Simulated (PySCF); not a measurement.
## BN (charge +1): single-point calculation

BN (boron nitride), charge +1, multiplicity 2, computed with NEVPT2/STO-3G, ROHF (PySCF 2.14.0).

The geometry is that of the parent species in another charge or spin state. The geometry comes from this level: GFN2-xTB. Figures and captions count atoms from 1; the log counts them from 0 in places.

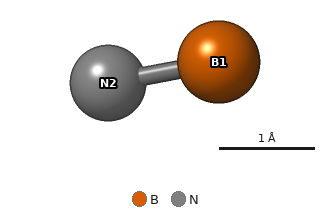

Fig. 1: The structure (ball-and-stick view, seen at a tilt; atoms are numbered from 1 in the order of the input).

Summary:

- outcome: converged
- total energy: −77.656182 hartree
- SCF energy: −77.542325 hartree
- correlation energy: −0.113857 hartree
- basis functions: 10
- ⟨S²⟩: 0.750
- hardware: 1 thread of Intel Xeon @ 2.90GHz (Ice Lake), 16 GiB of memory available, shared host
- wall time: 0.75 s
- peak memory: 0.12 GiB

Notes:

The record of the run, not the program, notes: dipole of an ion depends on the origin.

The input (input.py):
```python
import numpy
from pyscf import gto, scf, mp, mcscf, mrpt

molecule = gto.M(
    atom=[
    ('B', (0.000000, 0.000000, 0.000000)),
    ('N', (0.000000, 0.000000, 1.268430)),
],
    max_memory=1860,
    basis='sto-3g',
    verbose=4,
    spin=1,
    charge=1,
)

myscf = scf.ROHF(molecule)
myscf.conv_tol = 1e-10
myscf.kernel()
if not myscf.converged:
    myscf = myscf.newton().run(myscf.mo_coeff, myscf.mo_occ)

pt = mp.MP2(scf.addons.convert_to_uhf(myscf)).run()
noons, natorbs = mcscf.addons.make_natural_orbitals(pt)
print('natural occupations', numpy.round(noons[:40], 4))
cas = mcscf.CASSCF(myscf, 3, 3)
cas.fix_spin_(ss=0.75)
cas.natorb = True
cas.kernel(natorbs)
e_pt2 = mrpt.NEVPT(cas).kernel()
energy = cas.e_tot + e_pt2
print('E(%s) = %.9f' % ('NEVPT2', energy))
```

Launch command:
```bash
OMP_NUM_THREADS=1 python input.py
```

What the program printed:
```
PySCF version 2.14.0

[INPUT] num. atoms = 2
[INPUT] num. electrons = 11
[INPUT] charge = 1
[INPUT] spin (= nelec alpha-beta = 2S) = 1
[INPUT] symmetry False subgroup None
[INPUT] Mole.unit = angstrom
[INPUT] Symbol           X                Y                Z      unit          X                Y                Z       unit  Magmom
[INPUT]  1 B      0.000000000000   0.000000000000   0.000000000000 AA    0.000000000000   0.000000000000   0.000000000000 Bohr   0.0
[INPUT]  2 N      0.000000000000   0.000000000000   1.268430000000 AA    0.000000000000   0.000000000000   2.396985308182 Bohr   0.0

nuclear repulsion = 14.6016748123271
number of shells = 6
number of NR pGTOs = 30
number of NR cGTOs = 10
basis = sto-3g
ecp = {}

******** <class 'pyscf.scf.rohf.ROHF'> ********
method = ROHF
initial guess = minao
damping factor = 0
level_shift factor = 0
DIIS = <class 'pyscf.scf.diis.CDIIS'>
diis_start_cycle = 1
diis_space = 8
diis_damp = 0
SCF conv_tol = 1e-10
SCF conv_tol_grad = None
SCF max_cycles = 50
direct_scf = True
direct_scf_tol = 1e-13
num. doubly occ = 5  num. singly occ = 1
Set gradient conv threshold to 1e-05
init E= -77.9169600582496
  HOMO = -0.250429705762175  LUMO = -0.0941578344333591  gap/eV = 4.25237
cycle= 1 E= -77.4804494030944  delta_E= 0.437  |g|= 0.324  |ddm|= 1.67
  HOMO = -0.50960446000438  LUMO = -0.397286649815847  gap/eV = 3.05632
cycle= 2 E= -77.4758066765588  delta_E= 0.00464  |g|= 0.389  |ddm|= 0.647
  HOMO = -0.568615667666424  LUMO = -0.37536406933656  gap/eV = 5.25864
cycle= 3 E= -77.5343166291522  delta_E= -0.0585  |g|= 0.0576  |ddm|= 0.378
  HOMO = -0.557617276388534  LUMO = -0.367973484334618  gap/eV = 5.16047
cycle= 4 E= -77.5384003751973  delta_E= -0.00408  |g|= 0.0353  |ddm|= 0.107
  HOMO = -0.548149272580938  LUMO = -0.368600053326085  gap/eV = 4.88578
cycle= 5 E= -77.5413450905257  delta_E= -0.00294  |g|= 0.0154  |ddm|= 0.145
  HOMO = -0.54638669234788  LUMO = -0.365489696903702  gap/eV = 4.92246
cycle= 6 E= -77.5422965306466  delta_E= -0.000951  |g|= 0.00654  |ddm|= 0.142
  HOMO = -0.546532738803534  LUMO = -0.366708448658131  gap/eV = 4.89327
cycle= 7 E= -77.5423181147096  delta_E= -2.16e-05  |g|= 0.00117  |ddm|= 0.00797
  HOMO = -0.546393583151785  LUMO = -0.366755865159757  gap/eV = 4.88819
cycle= 8 E= -77.5423241646102  delta_E= -6.05e-06  |g|= 0.000519  |ddm|= 0.00871
  HOMO = -0.546609155892196  LUMO = -0.366586769410457  gap/eV = 4.89866
cycle= 9 E= -77.5423253695749  delta_E= -1.2e-06  |g|= 0.00031  |ddm|= 0.00397
  HOMO = -0.546590269678697  LUMO = -0.366532546191624  gap/eV = 4.89962
cycle= 10 E= -77.5423254140905  delta_E= -4.45e-08  |g|= 4.08e-05  |ddm|= 0.000393
  HOMO = -0.546586469957165  LUMO = -0.366527415651261  gap/eV = 4.89966
cycle= 11 E= -77.5423254151338  delta_E= -1.04e-09  |g|= 4.09e-06  |ddm|= 9.76e-05
  HOMO = -0.546585702456649  LUMO = -0.366526758160692  gap/eV = 4.89965
cycle= 12 E= -77.5423254151398  delta_E= -5.94e-12  |g|= 1.03e-06  |ddm|= 7.36e-06
  HOMO = -0.546586021491333  LUMO = -0.366526819461918  gap/eV = 4.89966
```

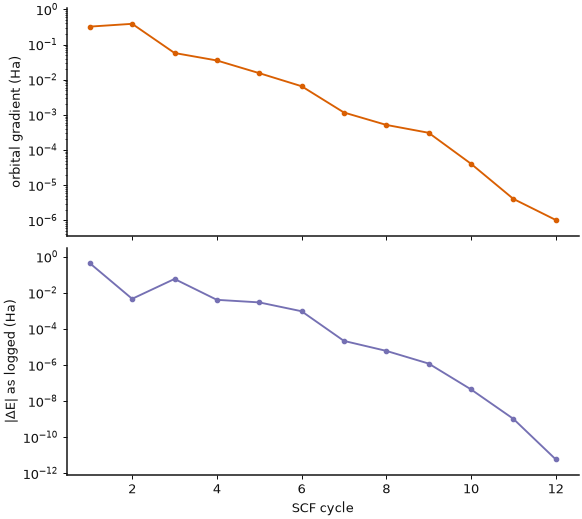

Fig. 2: Convergence of the self-consistent field: orbital gradient and size of the energy change against the SCF cycle. The residual falls almost steadily, with no more than small rises.

```
Extra cycle  E= -77.5423254151399  delta_E= -1.14e-13  |g|= 1.12e-06  |ddm|= 1.92e-06
converged SCF energy = -77.5423254151399

******** <class 'pyscf.mp.ump2.UMP2'> ********
nocc = (np.int64(6), np.int64(5)), nmo = (10, 10)
E(UMP2) = -77.6635556256802  E_corr = -0.121230210540275
E(SCS-UMP2) = -77.6625676084592  E_corr = -0.120242193319359
E_corr(same-spin) = -0.0291162223026596
E_corr(oppo-spin) = -0.0921139882376157
natural occupations [2.     1.9999 1.991  1.9344 1.9283 0.9763 0.0725 0.0622 0.0295 0.0057]

******** <class 'pyscf.mcscf.mc1step.CASSCF'> ********
CAS (2e+1e, 3o), ncore = 4, nvir = 3
max_cycle_macro = 50
max_cycle_micro = 4
conv_tol = 1e-07
conv_tol_grad = None
orbital rotation max_stepsize = 0.02
orbital rotation threshold for CI restart = 0.01
augmented hessian ah_max_cycle = 30
augmented hessian ah_conv_tol = 1e-12
augmented hessian ah_linear dependence = 1e-14
augmented hessian ah_level shift = 1e-08
augmented hessian ah_start_tol = 2.5
augmented hessian ah_start_cycle = 3
augmented hessian ah_grad_trust_region = 3
kf_trust_region = 3
kf_interval = 4
ci_response_space = 4
ci_grad_trust_region = 3
with_dep4 0
natorb = True
canonicalization = True
sorting_mo_energy = False
ao2mo_level = 2
internal_rotation = False
******** <class 'pyscf.fci.addons.SpinPenaltyFCISolver'> ********
max. cycles = 50
conv_tol = 1e-08
davidson only = True
linear dependence = 1e-12
level shift = 0.001
max iter space = 12
nroots = 1
pspace_size = 400
spin = None
CASCI E = -77.5785443107194  S^2 = 0.7500000
Set conv_tol_grad to 0.000316228
macro iter   1 (  9 JK    4 micro), CASSCF E = -77.5797715554483  dE = -1.22724473e-03  S^2 = 0.7500000
               |grad[o]|= 0.03  |grad[c]|=0.0035  |ddm|=0.0548  |maxRot[o]|=0.0392
macro iter   2 (  7 JK    3 micro), CASSCF E = -77.5797749303305  dE = -3.37488218e-06  S^2 = 0.7500000
               |grad[o]|=0.00161  |grad[c]|=0.000112  |ddm|=0.00292  |maxRot[o]|=0.00182
macro iter   3 (  3 JK    1 micro), CASSCF E = -77.5797749447348  dE = -1.44042787e-08  S^2 = 0.7500000
               |grad[o]|=0.00011  |grad[c]|=4.76e-05  |ddm|=0.000133  |maxRot[o]|=8.63e-05
1-step CASSCF converged in   3 macro ( 19 JK   8 micro) steps
CASSCF canonicalization
Natural occ [1.89921615 1.         0.10078385]
Natural orbital (expansion on meta-Lowdin AOs) in CAS space
               #1        #2        #3
0 B 1s          -0.00000   0.00000  -0.00000
0 B 2s           0.00000  -0.00000   0.00000
0 B 2px         -0.67010   0.02152   0.74110
0 B 2py         -0.02791  -0.51676   0.03087
0 B 2pz          0.00000  -0.00000  -0.00000
1 N 1s          -0.00000  -0.00000   0.00000
1 N 2s          -0.00000   0.00000  -0.00000
1 N 2px         -0.74110   0.03562  -0.67010
1 N 2py         -0.03087  -0.85512  -0.02791
1 N 2pz         -0.00000  -0.00000   0.00000
<CAS-nat-orb|mo-hf>  5      5       -0.99898521
<CAS-nat-orb|mo-hf>  6      6       -0.99913442
<CAS-nat-orb|mo-hf>  7      8        0.99898521
CASSCF energy = -77.5797749447348
CASCI E = -77.5797749447348  E(CI) = -3.90701211478557  S^2 = 0.7500000

******** <class 'pyscf.mrpt.nevpt2.NEVPT'> ********
NEVPT2 (2e+1e, 3o), ncore = 4, nvir = 3
root = 0
Natural occ [1.89921615 1.         0.10078385]
Natural orbital (expansion on meta-Lowdin AOs) in CAS space
               #1        #2        #3
0 B 1s          -0.00000   0.00000  -0.00000
0 B 2s           0.00000  -0.00000   0.00000
0 B 2px         -0.67010   0.02152   0.74110
0 B 2py         -0.02791  -0.51676   0.03087
0 B 2pz          0.00000  -0.00000  -0.00000
1 N 1s          -0.00000  -0.00000   0.00000
1 N 2s          -0.00000   0.00000  -0.00000
1 N 2px         -0.74110   0.03562  -0.67010
1 N 2py         -0.03087  -0.85512  -0.02791
1 N 2pz         -0.00000  -0.00000   0.00000
<CAS-nat-orb|mo-hf>  5      5       -0.99898521
<CAS-nat-orb|mo-hf>  6      6       -0.99913442
<CAS-nat-orb|mo-hf>  7      8        0.99898521
Sr    (-1)',   E = -0.01146333657339
Si    (+1)',   E = -0.00000000000000
Sijrs (0)  ,   E = -0.01756264982027
Sijr  (+1) ,   E = -0.00270138299423
Srsi  (-1) ,   E = -0.01376536704849
Srs   (-2) ,   E = -0.00040562289341
Sij   (+2) ,   E = -0.00130558937220
Sir   (0)' ,   E = -0.02920354512841
Nevpt2 Energy = -0.076407493830402
E(NEVPT2) = -77.656182439
```
